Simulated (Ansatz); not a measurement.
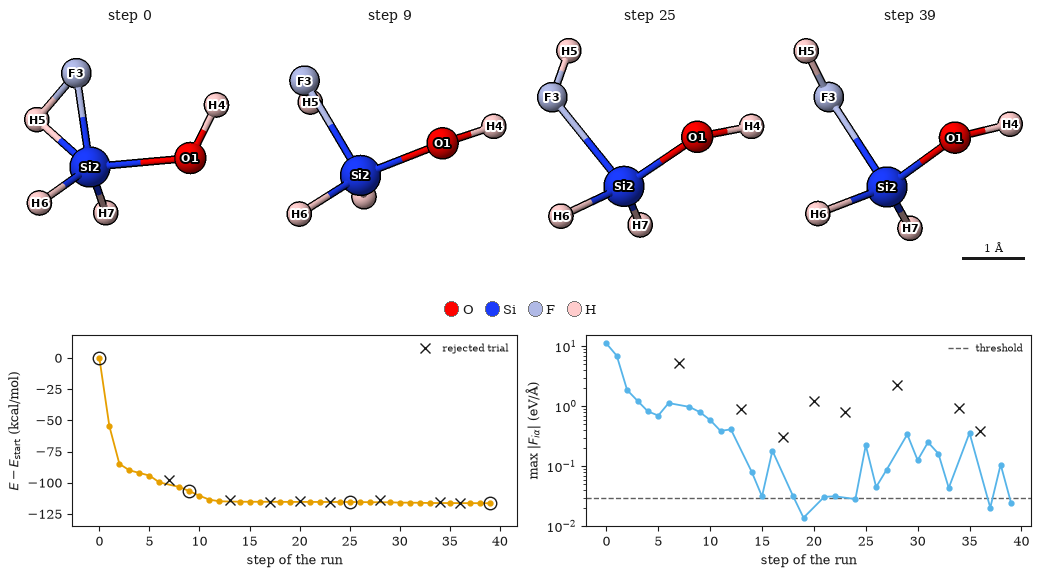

Frames of a relaxation of SiH₄OF (charge +1), marked on the history of the run. Style: ball-and-stick. Shown at a tilt.

It is one of the separated reactants of a reaction.

Method: RKS PBE-D4/def2-SVP (Ansatz).

Input
```yaml
crystal:
  periodic: [false, false, false]
  atoms:
    - {symbol: O, position_ang: [-0.855838, 0.076241, -0.525493]}
    - {symbol: Si, position_ang: [0.693107, 0.023051, 0.421044]}
    - {symbol: F, position_ang: [0.768017, -1.534174, 0.532790]}
    - {symbol: H, position_ang: [-1.303383, -0.741081, -0.801164]}
    - {symbol: H, position_ang: [1.724249, -0.904800, 0.724752]}
    - {symbol: H, position_ang: [0.353537, 0.702375, 1.673504]}
    - {symbol: H, position_ang: [1.681583, 0.605033, -0.489606]}
basis:
  gaussian: {orbitals: def2-SVP}
total_charge: 1
hamiltonian: {xc: pbe, dispersion: d4}
relax: {f_tol: 0.03, max_steps: 250}
```

Launched with:
```bash
ansatz run in.yaml --threads 2 --pin off --events-out ev --progress --plain --max-ram 4352MiB
```

What happens along the run?

Answer. After 31 accepted moves (39 points after the start) the energy has fallen by 116.4 kcal/mol. The largest force component goes from 11 to 0.025 eV/Å. The line search rejected the trial steps at points 7, 13, 17, 20, 23, 28, 34, 36 of the run. The forces were under the threshold at step 19, but the run went on from there. The largest move after the best rigid fit is that of H5, 1.23 Å. Largest moves by element: H 1.23 Å, F 0.83 Å, O 0.47 Å, Si 0.44 Å. Among the contacts that change: Si2–H5 1.420 → 2.623 Å, Si2–F3 1.563 → 1.974 Å, F3–H5 1.161 → 0.957 Å, O1–Si2 1.816 → 1.620 Å. Bonds break, among them: Si2–H5 (1.42 → 2.62 Å). Bond angles that change, for instance: Si2–F3–H5 60.7° → 123.1°, F3–Si2–H7 114.1° → 93.6°, F3–Si2–H6 114.3° → 96.9°. Groups turn about Si2–F3 by about 140°, O1–Si2 by about 90°. Cost: 40 s on 2 threads of Arm Neoverse V1, on a shared host. From step 0 to 9: F and H atoms move most (0.54 Å), energy −106.7 kcal/mol. From step 9 to 25: H5 moves most (0.83 Å), energy −8.68 kcal/mol. From step 25 to 39: H5 moves most (0.58 Å), energy −1.00 kcal/mol.
